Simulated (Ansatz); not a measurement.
## Electronic structure of YHgBr5 in real space

The calculation's input:

```
crystal:
  lattice:
    - [4.6168938469, 0.0, 0.0]
    - [0.0, 4.6168938469, 0.0]
    - [0.0, 0.0, 9.5552916094]
  atoms:
    - { symbol: "Y", position: [0.0, 0.0, 0.5] }
    - { symbol: Hg, position: [0.5, 0.5, 0.0] }
    - { symbol: Br, position: [0.0, 0.0, 0.0] }
    - { symbol: Br, position: [0.5, 0.0, 0.683279734] }
    - { symbol: Br, position: [0.0, 0.5, 0.683279734] }
    - { symbol: Br, position: [0.5, 0.0, 0.316720266] }
    - { symbol: Br, position: [0.0, 0.5, 0.316720266] }
kpoints:
  mp_grid: { grid: [6, 6, 4] }
  band_path:
    path:
      - [0.0, 0.0, 0.0]
      - [0.0, 0.5, 0.0]
      - [0.5, 0.5, 0.0]
      - [0.0, 0.0, 0.5]
      - [0.0, 0.5, 0.5]
      - [0.5, 0.5, 0.5]
    npoints: 1
hamiltonian:
  xc: r2scan
  dispersion: rvv10
scf:
  occupations: { method: fermi_dirac, width: 0.03 }
  n_extra_bands: 5
output:
  forces: true
  stress: true
  eigenvalues: true
  write_density: true
  write_potential: true
  elf: true
  volumetric_format: npy
```

Command:

```sh
ansatz run input.yaml --threads 4 --pin off --max-ram 4608MiB --backend cpu --events-out ev --progress --plain --runs-dir out
```

Below, planes, directions and counts refer to the conventional cell (a = 4.62 Å, b = 4.62 Å, c = 9.56 Å, α = 90.00°, β = 90.00°, γ = 90.00°).

Space group P4/mmm; a structure from a database of computed crystals, not necessarily the ambient phase; started from the SiSnPd5-123 prototype, which need not be the ambient phase.

Method: DFT, r2SCAN+rVV10, plane waves, PAW in Ansatz 0.2.0.

The density is the valence pseudo-density of a PAW calculation; it isn't the true density close to the nuclei.

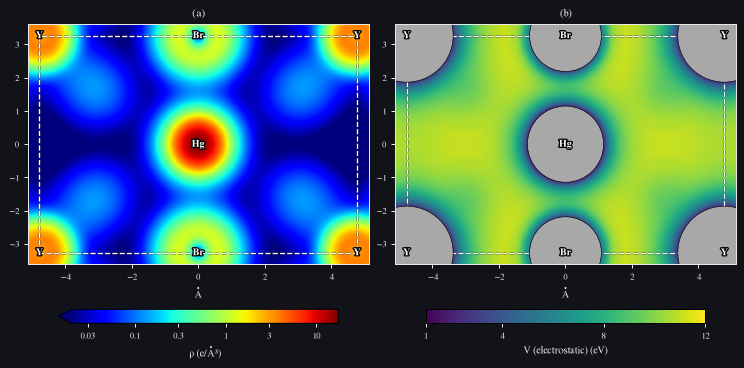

Figure 1. (a) valence electron density; (b) electrostatic potential (local pseudopotential plus Hartree) felt by an electron on the (110) plane of the conventional cell. Grey discs cover the atomic cores in the potential map.

What does the map show?

Answer.
- The section cuts through Y, Hg and Br sites.
- Hg–Br (3.26 Å): ρ is about 0.13 e/Å³ halfway.
- Between the atoms the lowest density in this plane is 0.007 e/Å³.
- Outside the cores the potential energy rises away from the atoms and is highest about 1.8 Å from the nearest atoms; its zero is arbitrary.

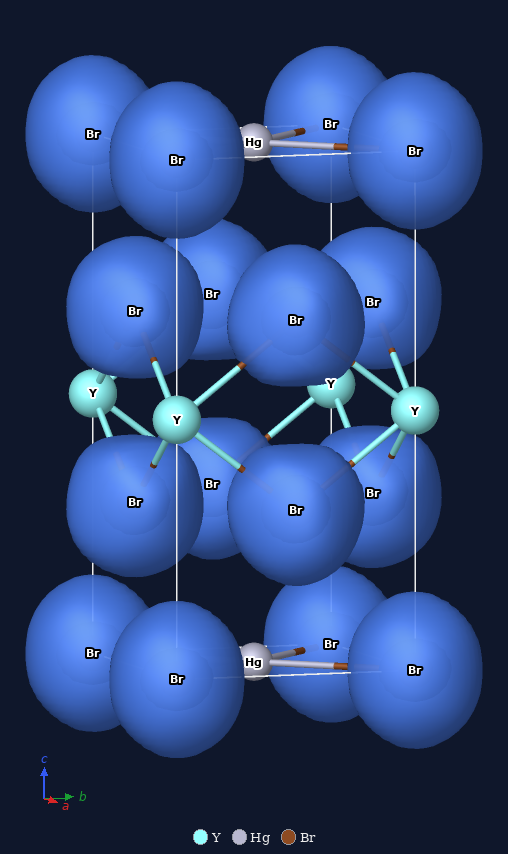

Figure 2. Isosurface of the ELF at 0.7 (blue), seen slightly off an axis. Only the valence region is drawn (cores and ρ < 0.01 e/Å³ removed). Sticks mark near contacts.

Describe the localisation domains.

Answer. The surface consists of five regions wrapped around Br (the valence shell of each), counted in one cell of 7 atoms. Regions shared between cells count once. Profiles from the grid: Y–Br (2.90 Å): the ELF is about 0.35 at the midpoint and 0.15 at its lowest between the atoms; a closed-shell, largely ionic contact. Hg–Br (3.26 Å): the ELF is about 0.15 at the midpoint.
